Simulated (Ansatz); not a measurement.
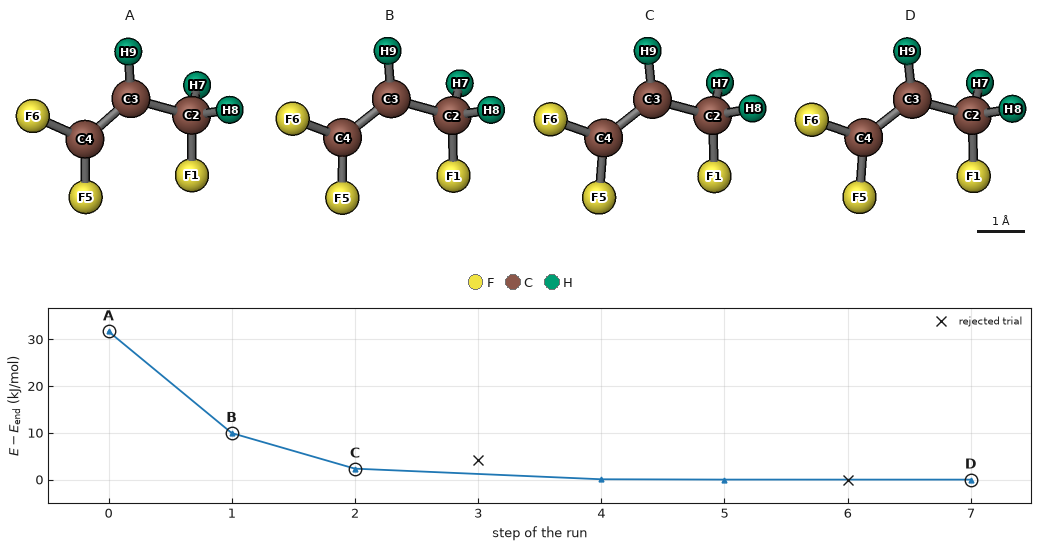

Frames of a relaxation of C$_{3}$H$_{3}$F$_{3}$ (coarse preliminary run), marked on the history of the run. The picture is a ball-and-stick view, seen at a tilt.

The start comes from a force field.

Theory: Ansatz 0.2.0, RKS PBE-D4/def2-SVP. Set-up: force threshold 0.03 eV/Å; at most 200 steps.

Question: Describe the path.

Answer: Over 5 accepted moves (7 points after the start) the energy falls by 31.7 kJ/mol. Largest force component: 1.7 eV/Å at the start, 0.015 eV/Å at the end. The line search rejected the trial steps at points 3, 6 of the run. The atom that moves furthest after the best rigid fit is F5 (0.15 Å). By element the largest moves are F 0.15 Å, H 0.08 Å, C 0.05 Å. Some distances before and after: C2–H7 1.070 → 1.117 Å, C2–H8 1.076 → 1.117 Å, C4–F6 1.358 → 1.330 Å, F1–C2 1.354 → 1.379 Å. Bond angles that change, for instance: F5–C4–F6 120.2° → 110.2°, C3–C4–F6 116.4° → 123.3°, H7–C2–H8 111.1° → 106.7°. From step 0 to 1: C and F atoms move most (0.10 Å), energy −21.7 kJ/mol. From step 1 to 2: C4 moves most (0.07 Å), energy −7.61 kJ/mol. From step 2 to 7: F6 moves most (0.03 Å), energy −2.35 kJ/mol.

```
step  E − E(0), kJ/mol  largest force component, eV/Å      note
   0              0.00                         1.6506          
   1            -21.74                         0.9090          
   2            -29.35                         0.7416          
   3            -27.58                         1.0450  rejected
   4            -31.62                         0.1275          
   5            -31.69                         0.0338          
   6            -31.69                         0.0425  rejected
   7            -31.70                         0.0149
```
